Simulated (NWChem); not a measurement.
**AlH2ClO (SMILES [OH][AlH][Cl]) at 5 levels**

Wanted: a comparison of 5 runs (TPSS/3-21G, B3LYP/6-31G*, PBE/def2-SVP, wB97X/def2-SVP, CCSD(T)/3-21G) of AlH2ClO. 

Program for the calculation: NWChem 7.3.0.

## 1. The molecule

AlH2ClO: 5 atoms, total charge 0, spin state singlet. SMILES: `[OH][AlH][Cl]`. Geometry: relaxed at PBE0-D4/def2-TZVP. This is one conformer, not always the lowest.

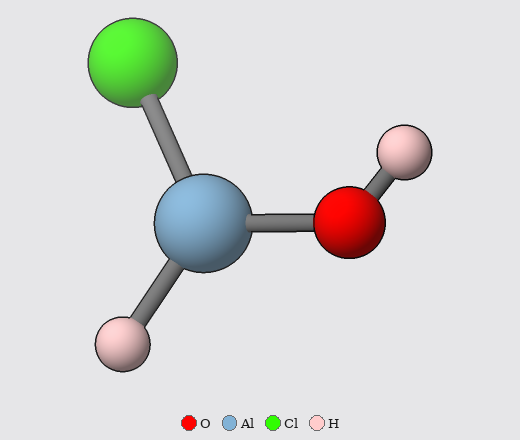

The structure, seen from a chosen angle (oxygen red, aluminium light blue, chlorine green, hydrogen pink).

## 2. Energy and forces at TPSS/3-21G (run 1)

The input, sp.nw:

```
start sp
memory stack 880 mb heap 220 mb global 1100 mb
geometry units angstroms noautosym nocenter noautoz
  O       -1.110100       0.370900      -0.514400
  Al       0.431000       0.184900       0.137500
  Cl       1.114900      -1.725400       0.662800
  H       -1.719500      -0.349100      -0.669500
  H        1.333500       1.445000       0.342200
end
basis "ao basis" spherical bse
  * library 3-21G
end
dft
  xc xtpss03 ctpss03
  mult 1
  grid xfine
  convergence energy 1e-08
  maxiter 100
  mulliken
  print low
end
task dft gradient
```

The run is started by

```console
$ nwchem sp.nw > sp.out
```

What it wrote:

```text
[...]
 d= 0,ls=0.0,diis     1   -775.1399442424 -9.04D+02  4.96D-02  6.85D-01     0.7
[...]
 d= 0,ls=0.0,diis    10   -775.2280223260 -6.33D-10  5.71D-07  9.63D-10     5.2
         Total DFT energy =     -775.228022325994
      One electron energy =    -1330.456991359415
           Coulomb energy =      482.189440175238
    Exchange-Corr. energy =      -56.262071277148
 Nuclear repulsion energy =      129.301600135331
[...]
      Total Density - Mulliken Population Analysis
     ---------------------------------------------
    Atom       Charge   Shell Charges
 -----------   ------   -------------------------------------------------------
    1 O    8     8.69   1.98  0.42  2.14  1.46  2.68
    2 Al  13    12.10   2.00  1.98  5.86  0.67  1.13  0.20  0.27
    3 Cl  17    17.43   2.00  1.95  5.89  1.14  3.08  0.91  2.45
    4 H    1     0.61   0.44  0.17
    5 H    1     1.17   0.41  0.76
[...]
                         DFT ENERGY GRADIENTS
    atom               coordinates                        gradient
                 x          y          z           x          y          z
   1 O      -2.097785   0.700899  -0.972075   -0.005519  -0.021180   0.000488
   2 Al      0.814472   0.349410   0.259837   -0.007977  -0.028737   0.000469
   3 Cl      2.106856  -3.260533   1.252510   -0.011903   0.033134  -0.009130
   4 H      -3.249384  -0.659703  -1.265172    0.027517   0.021650   0.008410
   5 H       2.519950   2.730654   0.646664   -0.002117  -0.004867  -0.000236
 Task  times  cpu:        6.5s     wall:        6.5s
 Total times  cpu:        6.5s     wall:        6.5s
```

Wall time 7.2 s (1 thread of AMD EPYC 9R45 (Zen 5), shared host); peak memory 0.12 GiB.

## 3. Energy and forces at B3LYP/6-31G(d) (Cartesian functions) (run 2)

The input, input.nw:

```
start input
title "AlClH2O"
memory total 2200 mb
charge 0
geometry noautosym nocenter noautoz
  O    -1.110100    0.370900   -0.514400
  Al    0.431000    0.184900    0.137500
  Cl    1.114900   -1.725400    0.662800
  H    -1.719500   -0.349100   -0.669500
  H     1.333500    1.445000    0.342200
end
basis cartesian
  * library 6-31G*
end
dft
  xc b3lyp
  grid xfine
  convergence energy 1e-08
  maxiter 100
  mulliken
end
task dft gradient
```

The run is started by

```console
$ nwchem input.nw > input.out
```

What it wrote:

```text
[...]
          Wavefunction type:  closed shell.
          No. of atoms     :     5
          No. of electrons :    40
[...]
          Charge           :     0
          Spin multiplicity:     1
[...]
          AO basis - number of functions:    57
[...]
              XC Information
              --------------
                         B3LYP Method XC Potential
                     Hartree-Fock (Exact) Exchange  0.200
                        Slater Exchange Functional  0.800 local
                    Becke 1988 Exchange Functional  0.720 non-local
              Lee-Yang-Parr Correlation Functional  0.810
                  VWN I RPA Correlation Functional  0.190 local
[...]
 d= 0,ls=0.0,diis     1   -779.0955750050 -9.08D+02  2.31D-02  7.78D-01     1.1
[...]
 d= 0,ls=0.0,diis     8   -779.1697572713  8.58D-10  5.22D-06  2.15D-07     6.7
         Total DFT energy =     -779.169757271284
      One electron energy =    -1335.340182314552
           Coulomb energy =      483.228345064759
    Exchange-Corr. energy =      -56.359520156822
 Nuclear repulsion energy =      129.301600135331
[...]
      Total Density - Mulliken Population Analysis
     ---------------------------------------------
    Atom       Charge   Shell Charges
 -----------   ------   -------------------------------------------------------
    1 O    8     8.73   1.99  0.90  2.94  0.92  1.95  0.04
    2 Al  13    12.34   2.00  1.99  5.97  0.87  1.10  0.10  0.16  0.16
    3 Cl  17    17.28   2.00  1.99  5.97  1.45  3.64  0.54  1.71 -0.04
    4 H    1     0.58   0.47  0.11
    5 H    1     1.07   0.49  0.58
[...]
  wavefunction    = closed shell
                         DFT ENERGY GRADIENTS
    atom               coordinates                        gradient
                 x          y          z           x          y          z
   1 O      -2.097785   0.700899  -0.972075    0.003279  -0.008561   0.002439
   2 Al      0.814472   0.349410   0.259837   -0.005925  -0.003779  -0.001917
   3 Cl      2.106856  -3.260533   1.252510   -0.002558   0.006210  -0.001847
   4 H      -3.249384  -0.659703  -1.265172    0.005598   0.006866   0.001393
   5 H       2.519950   2.730654   0.646664   -0.000395  -0.000737  -0.000068
[...]
```

Wall time 11 s (1 thread of AMD EPYC 9R45 (Zen 5), shared host); peak memory 0.13 GiB.

Runs 3 to 4 aren't shown in full; the table further down has their settings and results.

## 4. A single-point energy at CCSD(T)/3-21G (run 5)

The input, a.nw:

```
echo
start a
memory stack 880 mb heap 220 mb global 1100 mb
charge 0

geometry units angstrom noautosym nocenter noautoz
  O    -1.110100    0.370900   -0.514400
  Al    0.431000    0.184900    0.137500
  Cl    1.114900   -1.725400    0.662800
  H    -1.719500   -0.349100   -0.669500
  H     1.333500    1.445000    0.342200
end

basis spherical bse
  * library 3-21G
end

scf
  singlet
  rhf
  thresh 1e-08
  maxiter 80
  print medium
end

ccsd
  freeze core 11
  maxiter 60
end

task ccsd(t) energy
```

The run is started by

```console
$ nwchem a.nw > a.out
```

What it wrote:

```text
[...]
  functions       =    39
[...]
  wavefunction    = RHF
[...]
         Total SCF energy =   -773.615152992505
      One-electron energy =  -1330.357433199263
      Two-electron energy =    427.440680071427
 Nuclear repulsion energy =    129.301600135331
        Time for solution =      0.6s
[...]
 Total MP2 energy:           -773.811787595588271
[...]
             energy      energy      error      ampl     ampl      Block
                                                time     time      time
[...]
 Total CCSD energy:           -773.826868581602184
[...]
 Total CCSD+T(CCSD) energy:           -773.832006507986421
[...]
 Total CCSD(T) energy:                -773.831145297796184
[...]
```

Run time: 5.1 s. Hardware: 1 thread of AMD EPYC 9R45 (Zen 5), shared host; peak memory 0.11 GiB.

## 5. All runs side by side

```csv
run,level,Cartesian functions,task,energy (Eh),largest force (eV/Å),wall time
1,TPSS/3-21G,no,gradient,-775.228022,1.870,7.2 s
2,B3LYP/6-31G* (Cartesian functions),yes,gradient,-779.169757,0.488,11 s
3,PBE/def2-SVP,no,gradient,-778.479186,0.743,10 s
4,wB97X/def2-SVP,no,gradient,-778.867689,0.331,21 s
5,CCSD(T)/3-21G,no,energy,-773.831145,–,5.1 s
```

## 6. Outcome

```
                                           quantity          value
                                run 5: total energy  -773.83115 Eh
         run 5: HOMO energy (Hartree–Fock orbitals)      -12.43 eV
         run 5: LUMO energy (Hartree–Fock orbitals)        1.88 eV
       run 5: HOMO–LUMO gap (Hartree–Fock orbitals)       14.31 eV
run 5: correlation energy (11 core orbitals frozen)     -216.0 mEh
                              run 5: (T) correction      -4.28 mEh
```

**Reading.** Over runs 2, 3, 4 the dipole moment (its size) runs from 0.96 D (wB97X/def2-SVP) to 1.05 D (PBE/def2-SVP). Totals of different functionals can't be ranked against each other. All runs together took 54 s, the longest 21 s.
